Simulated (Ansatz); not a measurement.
**Electron scattering at the Σ5 (210) boundary in fcc Ir, starting shift (0.5, 0.5)**

Wanted: what the Σ5 (210) boundary in fcc Ir, starting shift (0.5, 0.5) costs an interconnect.

Program: Ansatz 0.2.0. Level of theory: Ansatz plane-wave DFT, PBE, PAW files; relaxation of a bicrystal slab with its lowest layers held; PAW set soft_1, in the first sound run; inputs show where later runs differ. Results are calculated unless marked as measured.

### Step 1. Set-up

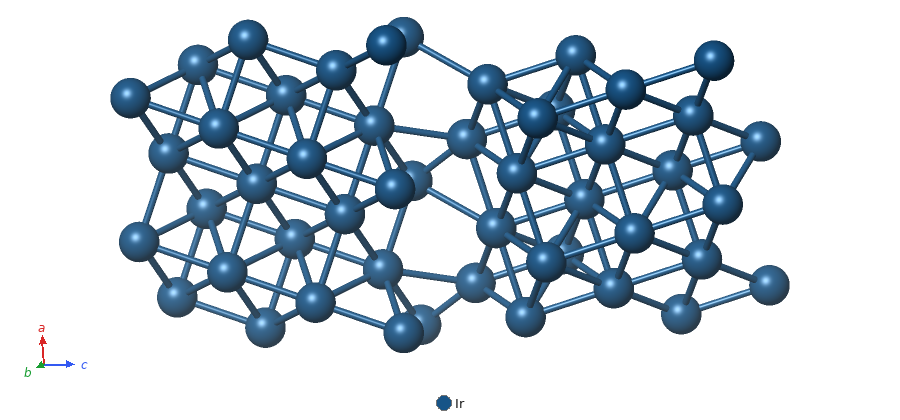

The cell as given, from the side, with the c axis across the page (iridium blue). 2×1×1 cells are drawn. Some periodic images of atoms are drawn too.

The cell holds 21 atoms: 21 Ir. Its edges and angles: a = 4.702 Å, b = 3.839 Å, c = 29.029 Å, α = 90.0°, β = 90.0°, γ = 65.9°. It derives from Ir. built on the (2 1 0) plane; 2 overlapping atoms removed and the grains opened by 0 Å. Vacuum lies along c.

### Step 2. Relaxing the bicrystal

The boundary is built by mirroring the lower grain in the boundary plane and removing any atoms that overlap. A thin bicrystal slab is relaxed first, with the lowest layers held and the upper grain free to shift and open.

input.yaml reads:

```yaml
crystal:
  lattice:
    - [4.7022854592, 0.0, 0.0]
    - [1.5674284864, 3.5048766455, 0.0]
    - [0.0, 0.0, 29.0288347253]
  atoms:
    - { symbol: Ir, position: [0.6, 0.6999999999, 0.1722425322] }
    - { symbol: Ir, position: [0.2, 0.3999999999, 0.2018171241] }
    - { symbol: Ir, position: [0.8, 0.0999999999, 0.2313917159] }
    - { symbol: Ir, position: [0.4, 0.7999999999, 0.2609663078] }
    - { symbol: Ir, position: [0.0, 0.4999999999, 0.2905408997] }
    - { symbol: Ir, position: [0.6, 0.1999999999, 0.3201154915] }
    - { symbol: Ir, position: [0.2, 0.9, 0.3496900834] }
    - { symbol: Ir, position: [0.8, 0.6, 0.3792646753] }
    - { symbol: Ir, position: [0.4, 0.3, 0.4088392671] }
    - { symbol: Ir, position: [0.0, 0.0, 0.438413859] }
    - { symbol: Ir, position: [0.3, 0.1, 0.4975630427] }
    - { symbol: Ir, position: [0.7, 0.4, 0.5271376346] }
    - { symbol: Ir, position: [0.1, 0.6999999999, 0.5567122264] }
    - { symbol: Ir, position: [0.5, 0.9999999999, 0.5862868183] }
    - { symbol: Ir, position: [0.9, 0.2999999999, 0.6158614102] }
    - { symbol: Ir, position: [0.3, 0.5999999999, 0.645436002] }
    - { symbol: Ir, position: [0.7, 0.8999999999, 0.6750105939] }
    - { symbol: Ir, position: [0.1, 0.1999999999, 0.7045851858] }
    - { symbol: Ir, position: [0.5, 0.4999999999, 0.7341597776] }
    - { symbol: Ir, position: [0.9000000001, 0.7999999998, 0.7637343695] }
    - { symbol: Ir, position: [0.3000000001, 0.0999999998, 0.7933089614] }
kpoints:
  mp_grid: { grid: [7, 7, 1] }
hamiltonian:
  xc: pbe
  pseudopotentials: { kind: paw, azcp: { folder: soft_1 } }
scf:
  occupations: { method: fermi_dirac, width: 0.1 }
relax:
  f_tol: 0.03
  max_steps: 80
  constraints: [{ sites: [0, 1, 2, 3] }]
```

Launch:

```console
> ansatz run input.yaml --threads 4 --pin off --max-ram 15360MiB --backend cpu --events-out ev --progress --plain --runs-dir out
```

Numbers of over 12 decimals in the logs are rounded to 6 here.

What it wrote:

```text
Engine: ansatz 0.2.0, aarch64-unknown-linux-gnu
Pseudopotentials: kind: paw
Pseudopotential: Ir, paw, valence charge 17, recommended cutoff 420 eV (normal), soft_1/Ir.paw.azcp
Functional definition: PBE
  parameter kappa = 0.804
  parameter beta = 0.066725
  exchange = pbe_x(kappa = kappa, mu = beta*pi^2/3)
  correlation = pbe_c(beta = beta)
Crystal: 21 atoms, lattice volume = 478.422 Å³
Basis set: ecut = 420 eV, 9349 PW (Γ), exchange–correlation on 64×54×400 points (8 copies of the dense FFT grid, shifted against one another)
Bands: 215, of which v1, the nominal top of the filled ones, is band 179 counted from 1 (178 counted from 0)
Symmetry: 1 space group operations
Space group: P1 (ITA 1), of the structure as read, at distance tolerance 7.8e-5 Å
k-points: 25 of 49 (time reversal used)
Non-local potential: Ir, projectors of the file, l = 0: 3, l = 1: 2, l = 2: 2, l = 3: 1
PAW form: soft (Blöchl's): semilocal exchange-correlation on the pseudo side does not see the compensation charge
PAW one-centre angular grid: Ir, 590 points (default); XC on 64 Gauss nodes
Initial density: superposition of atomic densities (neutral atoms: chi_scale 0, normalization atom)
Initial wavefunctions: pseudopotential atomic-orbital guess
Functional: x = pbe(κ = 0.804, μ = 0.219515), c = pbe(β = 0.066725)
iter 1 solved again at ethr=2.69e-3 eV; its pass at ethr=3.10e-3 eV (dr2=9.60e0 eV) is discarded
SCF iter   1: F=—  HF=-250666.764827 eV  |F-HF|=—  |Δ(HF+E_count)|=         —  Δρ=3.84e-2  dr2=9.66e0  ethr=2.69e-3  ⟨swp⟩=2.3  Hψ=27679  notcnv=0
preconditioner: auto → LDOS  [metal: Δε(μ)=0.012 eV  Ē_g=6.401 eV  σ=0.100 eV  W_gap=0.03  n_scr=130 (ndim 8)  ℏωp=23.3 eV  f_vac=0.299  D(μ)=24.42/eV (n_scr^D=236)  β→1.0]
SCF iter   2: F=—  HF=-250666.405549 eV  |F-HF|=—  |Δ(HF+E_count)|=   3.59e-1  Δρ=3.05e-2  dr2=6.46e0  ethr=2.69e-3  ⟨swp⟩=3.5  Hψ=16631  notcnv=0  defer=166
SCF iter   3: F=—  HF=-250664.502754 eV  |F-HF|=—  |Δ(HF+E_count)|=    1.90e0  Δρ=4.37e-3  dr2=2.84e-1  ethr=1.81e-3  ⟨swp⟩=3.9  Hψ=13160  notcnv=0  defer=174
SCF iter   4: F=—  HF=-250664.462134 eV  |F-HF|=—  |Δ(HF+E_count)|=   4.06e-2  Δρ=1.96e-3  dr2=2.65e-2  ethr=7.96e-5  ⟨swp⟩=2.1  Hψ=9565  notcnv=0  defer=174
SCF iter   5: F=—  HF=-250664.457330 eV  |F-HF|=—  |Δ(HF+E_count)|=   4.80e-3  Δρ=7.00e-4  dr2=1.06e-2  ethr=7.43e-6  ⟨swp⟩=3.0  Hψ=10201  notcnv=0  defer=174
SCF iter   6: F=—  HF=-250664.456559 eV  |F-HF|=—  |Δ(HF+E_count)|=   7.70e-4  Δρ=3.37e-4  dr2=1.55e-3  ethr=2.96e-6  ⟨swp⟩=1.7  Hψ=6860  notcnv=0  defer=174
SCF iter   7: F=—  HF=-250664.456522 eV  |F-HF|=—  |Δ(HF+E_count)|=   3.70e-5  Δρ=1.07e-4  dr2=2.60e-4  ethr=4.34e-7  ⟨swp⟩=2.1  Hψ=7356  notcnv=0  defer=174
SCF iter   8: F=—  HF=-250664.456509 eV  |F-HF|=—  |Δ(HF+E_count)|=   1.38e-5  Δρ=3.56e-5  dr2=2.74e-5  ethr=7.29e-8  ⟨swp⟩=2.2  Hψ=8016  notcnv=0  defer=174
SCF iter   9: F=-250664.456508 eV  HF=-250664.456512 eV  |F-HF|=3.88e-6  |Δ(HF+E_count)|=   3.65e-6  Δρ=1.95e-5  dr2=4.69e-6  ethr=6.30e-9  ⟨swp⟩=4.8  Hψ=18131  notcnv=0
SCF 1 converged in 9 iterations: F = -250664.456508 eV  dr2 = 4.69e-6
  greatest PAW one-centre occupation: 1.000 electrons in one spin orbital (limit 2), on the Ir atom at site 10 (counted from 0), in its partial waves of l = 0
relax step   1: F+E_penalty+E_count = -250664.45650837 eV  Δ(F+E_penalty+E_count) = +0.000e0 eV  max|allowed force component| = 1.634e0 eV/Å  Δτ_max = 0.0000 Å  (9 SCF iters, dr2 threshold 2.25e-5 eV, accepted)
Initial density: handed on by an earlier stage of this run
Initial wavefunctions: those handed on with the density
iter 1 solved again at ethr=1.05e-3 eV; its pass at ethr=3.10e-3 eV (dr2=3.76e0 eV) is discarded
SCF iter   1: F=—  HF=-250664.936134 eV  |F-HF|=—  |Δ(HF+E_count)|=         —  Δρ=1.38e-2  dr2=3.59e0  ethr=1.05e-3  ⟨swp⟩=1.0  Hψ=18208  notcnv=0  defer=165
preconditioner: auto → LDOS  [metal: Δε(μ)=0.003 eV  Ē_g=6.239 eV  σ=0.100 eV  W_gap=0.01  n_scr=130 (ndim 8)  ℏωp=23.3 eV  f_vac=0.306  D(μ)=25.09/eV (n_scr^D=240)  β→1.0]
SCF iter   2: F=—  HF=-250664.868020 eV  |F-HF|=—  |Δ(HF+E_count)|=   6.81e-2  Δρ=4.52e-3  dr2=1.51e-1  ethr=1.00e-3  ⟨swp⟩=2.0  Hψ=7762  notcnv=0  defer=165
SCF iter   3: F=—  HF=-250664.854523 eV  |F-HF|=—  |Δ(HF+E_count)|=   1.35e-2  Δρ=3.11e-3  dr2=1.04e-1  ethr=4.23e-5  ⟨swp⟩=3.0  Hψ=11939  notcnv=0  defer=165
SCF iter   4: F=—  HF=-250664.825463 eV  |F-HF|=—  |Δ(HF+E_count)|=   2.91e-2  Δρ=6.42e-4  dr2=3.08e-3  ethr=2.91e-5  ⟨swp⟩=2.2  Hψ=8146  notcnv=0  defer=165
SCF iter   5: F=—  HF=-250664.824011 eV  |F-HF|=—  |Δ(HF+E_count)|=   1.45e-3  Δρ=1.87e-4  dr2=3.29e-4  ethr=8.64e-7  ⟨swp⟩=3.0  Hψ=11620  notcnv=0  defer=172
SCF iter   6: F=-250664.824020 eV  HF=-250664.824027 eV  |F-HF|=7.46e-6  |Δ(HF+E_count)|=   1.59e-5  Δρ=5.79e-5  dr2=2.61e-5  ethr=2.80e-8  ⟨swp⟩=3.5  Hψ=20616  notcnv=0
SCF 2 converged in 6 iterations: F = -250664.824020 eV  dr2 = 2.61e-5
relax step   2: F+E_penalty+E_count = -250664.82401979 eV  Δ(F+E_penalty+E_count) = -3.675e-1 eV  max|allowed force component| = 1.917e0 eV/Å  Δτ_max = 0.1946 Å  (6 SCF iters, dr2 threshold 1.00e-4 eV, accepted)
iter 1 solved again at ethr=3.67e-4 eV; its pass at ethr=3.10e-3 eV (dr2=1.31e0 eV) is discarded
SCF iter   1: F=—  HF=-250665.165691 eV  |F-HF|=—  |Δ(HF+E_count)|=         —  Δρ=1.21e-2  dr2=1.29e0  ethr=3.67e-4  ⟨swp⟩=1.9  Hψ=20859  notcnv=0  defer=161
preconditioner: auto → LDOS  [metal: Δε(μ)=0.009 eV  Ē_g=6.248 eV  σ=0.100 eV  W_gap=0.02  n_scr=130 (ndim 8)  ℏωp=23.3 eV  f_vac=0.307  D(μ)=24.89/eV (n_scr^D=240)  β→1.0]
SCF iter   2: F=—  HF=-250665.149880 eV  |F-HF|=—  |Δ(HF+E_count)|=   1.58e-2  Δρ=2.37e-3  dr2=4.83e-2  ethr=3.63e-4  ⟨swp⟩=2.0  Hψ=6689  notcnv=0  defer=161
SCF iter   3: F=—  HF=-250665.144939 eV  |F-HF|=—  |Δ(HF+E_count)|=   4.94e-3  Δρ=1.08e-3  dr2=9.97e-3  ethr=1.35e-5  ⟨swp⟩=2.7  Hψ=10313  notcnv=0  defer=162
SCF iter   4: F=—  HF=-250665.142463 eV  |F-HF|=—  |Δ(HF+E_count)|=   2.48e-3  Δρ=2.76e-4  dr2=8.56e-4  ethr=2.79e-6  ⟨swp⟩=2.2  Hψ=8801  notcnv=0  defer=168
SCF iter   5: F=—  HF=-250665.142226 eV  |F-HF|=—  |Δ(HF+E_count)|=   2.37e-4  Δρ=7.66e-5  dr2=3.16e-5  ethr=2.40e-7  ⟨swp⟩=2.8  Hψ=9731  notcnv=0  defer=168
SCF iter   6: F=-250665.142223 eV  HF=-250665.142223 eV  |F-HF|=4.24e-7  |Δ(HF+E_count)|=   2.19e-6  Δρ=2.22e-5  dr2=2.91e-6  ethr=8.87e-9  ⟨swp⟩=4.6  Hψ=17755  notcnv=0
SCF 3 converged in 6 iterations: F = -250665.142223 eV  dr2 = 2.91e-6
relax step   3: F+E_penalty+E_count = -250665.14222291 eV  Δ(F+E_penalty+E_count) = -3.182e-1 eV  max|allowed force component| = 4.812e-1 eV/Å  Δτ_max = 0.1941 Å  (6 SCF iters, dr2 threshold 1.00e-4 eV, accepted)
[... from here on, the SCF cycles and remarks between the steps are left out ...]
relax step   4: F+E_penalty+E_count = -250665.34837862 eV  Δ(F+E_penalty+E_count) = -2.062e-1 eV  max|allowed force component| = 2.789e-1 eV/Å  Δτ_max = 0.1941 Å  (6 SCF iters, dr2 threshold 1.46e-5 eV, accepted)
relax step   5: F+E_penalty+E_count = -250665.49619971 eV  Δ(F+E_penalty+E_count) = -1.478e-1 eV  max|allowed force component| = 2.290e-1 eV/Å  Δτ_max = 0.1945 Å  (7 SCF iters, dr2 threshold 4.90e-6 eV, accepted)
relax step   6: F+E_penalty+E_count = -250665.58646168 eV  Δ(F+E_penalty+E_count) = -9.026e-2 eV  max|allowed force component| = 1.459e-1 eV/Å  Δτ_max = 0.1967 Å  (6 SCF iters, dr2 threshold 1.76e-5 eV, accepted)
relax step   7: F+E_penalty+E_count = -250665.65197915 eV  Δ(F+E_penalty+E_count) = -6.552e-2 eV  max|allowed force component| = 1.368e-1 eV/Å  Δτ_max = 0.1931 Å  (6 SCF iters, dr2 threshold 8.64e-6 eV, accepted)
relax step   8: F+E_penalty+E_count = -250665.69954873 eV  Δ(F+E_penalty+E_count) = -4.757e-2 eV  max|allowed force component| = 1.740e-1 eV/Å  Δτ_max = 0.1910 Å  (7 SCF iters, dr2 threshold 7.60e-6 eV, accepted)
relax step   9: F+E_penalty+E_count = -250665.72749129 eV  Δ(F+E_penalty+E_count) = -2.794e-2 eV  max|allowed force component| = 1.412e-1 eV/Å  Δτ_max = 0.1947 Å  (6 SCF iters, dr2 threshold 2.66e-5 eV, accepted)
relax step  10: F+E_penalty+E_count = -250665.73655265 eV  Δ(F+E_penalty+E_count) = -9.061e-3 eV  max|allowed force component| = 1.497e-1 eV/Å  Δτ_max = 0.0950 Å  (5 SCF iters, dr2 threshold 1.31e-5 eV, accepted)
relax step  11: F+E_penalty+E_count = -250665.74247450 eV  Δ(F+E_penalty+E_count) = -5.922e-3 eV  max|allowed force component| = 7.625e-2 eV/Å  Δτ_max = 0.0681 Å  (5 SCF iters, dr2 threshold 1.48e-5 eV, accepted)
relax step  12: F+E_penalty+E_count = -250665.74508474 eV  Δ(F+E_penalty+E_count) = -2.610e-3 eV  max|allowed force component| = 4.290e-2 eV/Å  Δτ_max = 0.0486 Å  (6 SCF iters, dr2 threshold 1.51e-6 eV, accepted)
relax step  13: F+E_penalty+E_count = -250665.74745712 eV  Δ(F+E_penalty+E_count) = -2.372e-3 eV  max|allowed force component| = 4.379e-2 eV/Å  Δτ_max = 0.0743 Å  (8 SCF iters, accepted)
SCF iter   1: F=—  HF=-250665.749787 eV  |F-HF|=—  |Δ(HF+E_count)|=         —  Δρ=3.83e-3  dr2=2.62e-2  ethr=6.98e-5  ⟨swp⟩=5.0  Hψ=14167  notcnv=0  defer=158
preconditioner: auto → LDOS  [metal: Δε(μ)=0.018 eV  Ē_g=6.295 eV  σ=0.100 eV  W_gap=0.04  n_scr=130 (ndim 8)  ℏωp=23.3 eV  f_vac=0.314  D(μ)=24.12/eV (n_scr^D=226)  β→1.0]
SCF iter   2: F=—  HF=-250665.750703 eV  |F-HF|=—  |Δ(HF+E_count)|=   9.16e-4  Δρ=9.05e-4  dr2=4.18e-3  ethr=7.33e-6  ⟨swp⟩=2.1  Hψ=9807  notcnv=0  defer=158
SCF iter   3: F=—  HF=-250665.749396 eV  |F-HF|=—  |Δ(HF+E_count)|=   1.31e-3  Δρ=3.35e-4  dr2=8.71e-4  ethr=1.17e-6  ⟨swp⟩=3.0  Hψ=11639  notcnv=0  defer=158
SCF iter   4: F=—  HF=-250665.749135 eV  |F-HF|=—  |Δ(HF+E_count)|=   2.61e-4  Δρ=1.01e-4  dr2=4.84e-5  ethr=2.44e-7  ⟨swp⟩=2.0  Hψ=7931  notcnv=0  defer=158
SCF iter   5: F=—  HF=-250665.748403 eV  |F-HF|=—  |Δ(HF+E_count)|=   7.32e-4  Δρ=2.17e-5  dr2=2.70e-6  ethr=1.36e-8  ⟨swp⟩=2.5  Hψ=10180  notcnv=0  defer=158
SCF iter   6: F=—  HF=-250665.748404 eV  |F-HF|=—  |Δ(HF+E_count)|=   4.46e-7  Δρ=8.44e-6  dr2=6.58e-7  ethr=7.57e-10  ⟨swp⟩=2.8  Hψ=11176  notcnv=0  defer=158
SCF iter   7: F=-250665.748404 eV  HF=-250665.748404 eV  |F-HF|=8.64e-9  |Δ(HF+E_count)|=   4.69e-8  Δρ=3.13e-6  dr2=7.64e-8  ethr=2.80e-11  ⟨swp⟩=3.8  Hψ=22893  notcnv=0
SCF 14 converged in 7 iterations: F = -250665.748404 eV  dr2 = 7.64e-8
relax step  14: F+E_penalty+E_count = -250665.74840371 eV  Δ(F+E_penalty+E_count) = -9.466e-4 eV  max|allowed force component| = 1.879e-2 eV/Å  Δτ_max = 0.0516 Å  (7 SCF iters, accepted)
SCF converged after 7 iterations
Free energy (F): -250665.748404 eV
Harris-Foulkes:  -250665.748404 eV  (|F-HF|=8.64e-9)
Internal energy: -250664.952871 eV  (E = F + TS)
E sigma→0 (E₀):  -250665.350638 eV
Entropy (-TS):   -0.795532 eV (-37.882 meV/atom)
Fermi energy:    14.046218 eV
--- Per-component energies (eV) ---
  E_band       = -5818.846760
  E_kinetic    = 11320.427913
  E_local      = -441048.872716  (includes V_loc(G=0)·N_el)
  E_nonlocal   = 3990.844411
  E_hartree    = 215592.054771
  E_xc         = -4822.639111
  E_vxc        = -5373.302212  (∫ρ·V_xc dr)
  E_paw        = -194568.643236  (= ΣΔE_a)
  E_vpaw       = -5892.042195  (= ΣTr[D̂ρ^β])
  E_aug_tail   = 0.007425  (compensation charges beyond the density's cutoff)
  E_ewald      = 158871.867672
  E_smearing   = -0.795532  (= −TS)
  E_closure    = 0.000000  (closes the sum)
  Σ components = -250665.748404   (vs F -250665.748404, Δ=0.00e0)
--- Forces (eV/Å), atoms counted from 1 ---
  atom   1  Ir    -0.16142914     0.07305236     1.67331214
  atom   2  Ir     0.14968034    -0.06652491    -0.00635686
  atom   3  Ir     0.15969745    -0.07111289    -1.36814984
  atom   4  Ir    -0.15927065     0.07482015    -0.29860226
  atom   5  Ir     0.00037169     0.00190520    -0.00694679
  atom   6  Ir    -0.01242820     0.00628353     0.00594331
  atom   7  Ir     0.01553805    -0.00767514     0.00186098
  atom   8  Ir    -0.00309426    -0.00303878     0.00055858
  atom   9  Ir     0.01262742     0.00093349     0.00242581
  atom  10  Ir    -0.00502847    -0.00622403     0.01552783
  atom  11  Ir    -0.00047073    -0.00127661     0.00063477
  atom  12  Ir     0.00227301    -0.00648486    -0.01167943
  atom  13  Ir     0.00234697     0.00230892    -0.01309969
  atom  14  Ir    -0.00844073     0.00598886     0.00338863
  atom  15  Ir    -0.00570151     0.00095771    -0.00431767
  atom  16  Ir     0.00234148     0.00192662     0.00861260
  atom  17  Ir     0.00783343    -0.00361947    -0.01635333
  atom  18  Ir     0.00394386    -0.00151365     0.00207006
  atom  19  Ir    -0.00273498     0.00111655    -0.00388806
  atom  20  Ir    -0.00126926    -0.00026506    -0.00376442
  atom  21  Ir     0.00320569    -0.00154637     0.01878736
  max |Σ_I F_I| component: 3.63e-5 eV/Å
--- Relaxed structure (14 steps of the walk, 14 accepted, 0 SCFs on fresh bases) ---
  F+E_penalty+E_count = -250665.74840371 eV   max|allowed force component| = 1.879e-2 eV/Å
  atoms:
    - { symbol: Ir, position: [0.600000, 0.6999999999, 0.1722425322] }
    - { symbol: Ir, position: [0.2, 0.3999999999, 0.2018171241] }
    - { symbol: Ir, position: [0.8, 0.0999999999, 0.231392] }
    - { symbol: Ir, position: [0.4, 0.7999999999, 0.2609663078] }
    - { symbol: Ir, position: [-0.00366776, 0.501870, 0.291391] }
    - { symbol: Ir, position: [0.603217, 0.198496, 0.320090] }
    - { symbol: Ir, position: [0.201786, 0.899287, 0.350317] }
    - { symbol: Ir, position: [0.801426, 0.599692, 0.382612] }
    - { symbol: Ir, position: [0.393899, 0.303028, 0.406113] }
    - { symbol: Ir, position: [-0.021700, 0.012297, 0.449115] }
    - { symbol: Ir, position: [0.374209, 0.314630, 0.489909] }
    - { symbol: Ir, position: [0.784249, 0.609539, 0.513320] }
    - { symbol: Ir, position: [0.184879, 0.909120, 0.545325] }
    - { symbol: Ir, position: [0.588654, 1.207203, 0.575802] }
    - { symbol: Ir, position: [0.983423, 0.509899, 0.605041] }
    - { symbol: Ir, position: [0.382722, 0.810158, 0.635163] }
    - { symbol: Ir, position: [0.777273, 1.112931, 0.665166] }
    - { symbol: Ir, position: [0.176350, 0.413386, 0.694035] }
    - { symbol: Ir, position: [0.587816, 0.707667, 0.726533] }
    - { symbol: Ir, position: [0.984532, 1.009329, 0.753791] }
    - { symbol: Ir, position: [0.381218, 0.310974, 0.779268] }
```

Run time: 20 min. Hardware: 4 threads of Arm Neoverse V1, shared host; peak memory 3.1 GiB.

Relaxation path:

```csv
step,energy less that of the first step (eV),largest force component (eV/Å)
1,0.0000,1.6344
2,-0.3675,1.9171
3,-0.6857,0.4812
4,-0.8919,0.2789
5,-1.0397,0.2289
6,-1.1300,0.1459
7,-1.1955,0.1368
8,-1.2430,0.1740
9,-1.2710,0.1412
10,-1.2800,0.1497
11,-1.2860,0.0763
12,-1.2886,0.0429
13,-1.2909,0.0438
14,-1.2919,0.0188
```

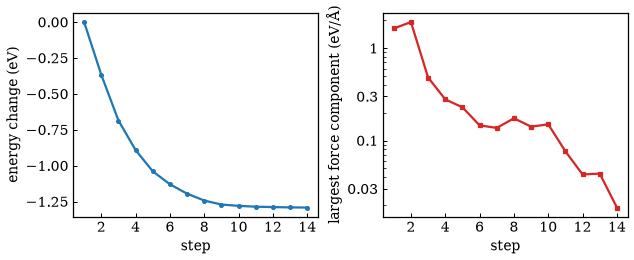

Energy and largest force along the relaxation.

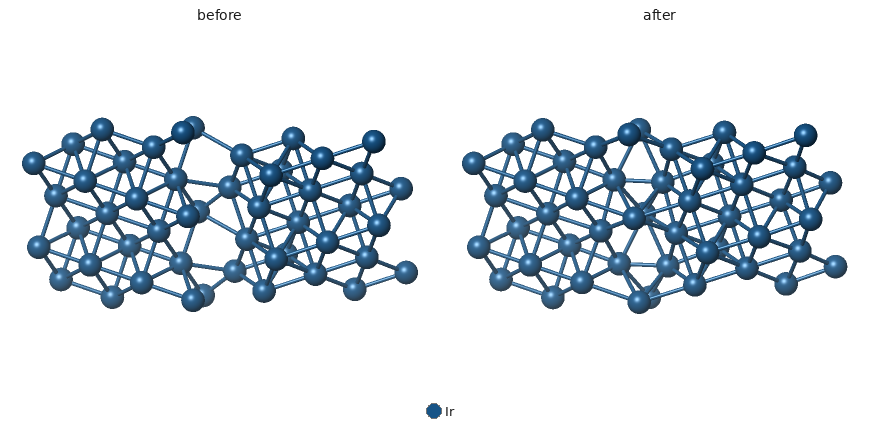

Before and after, at one scale.

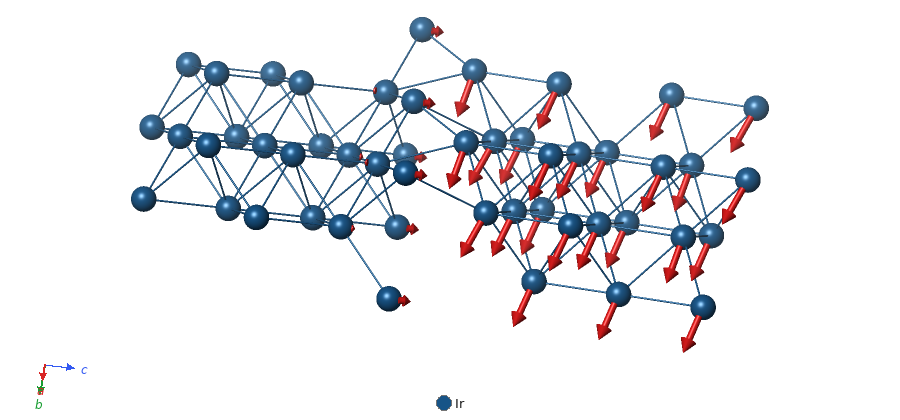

Displacements in the relaxation, exaggerated; the longest in the cell stands for 1.11 Å. 2×1×1 cells are drawn. Some periodic images of atoms are drawn too.

The atoms that moved most (Å):

```
atom     dx     dy      dz  length
Ir12  0.725  0.734  -0.401   1.107
Ir21  0.713  0.739  -0.408   1.105
Ir13  0.727  0.733  -0.331   1.084
Ir14  0.742  0.726  -0.304   1.082
Ir15  0.721  0.736  -0.314   1.077
Ir20  0.726  0.734  -0.289   1.071
Ir16  0.718  0.737  -0.298   1.071
Ir18  0.693  0.748  -0.306   1.065
```

This step gave:

| Item | Value |
| --- | --- |
| free energy | -250665.7484 eV |
| energy at zero smearing | -250665.3506 eV |
| Fermi energy | 14.05 eV |

The largest force component on a free atom ends at 0.019 eV/Å, under the tolerance of 0.03, after 14 steps.

(Continued in part 2 of 3.)

[Logs are printed without paths, hosts, clocks, repeated set-up lines and the standing remarks that a program may print on its own settings, such as how far it seeks lower states.]

[Hosts, paths, dates, database ids (printed as entryN), source tags and the programs' standing remarks are cut or masked in the printed files.]
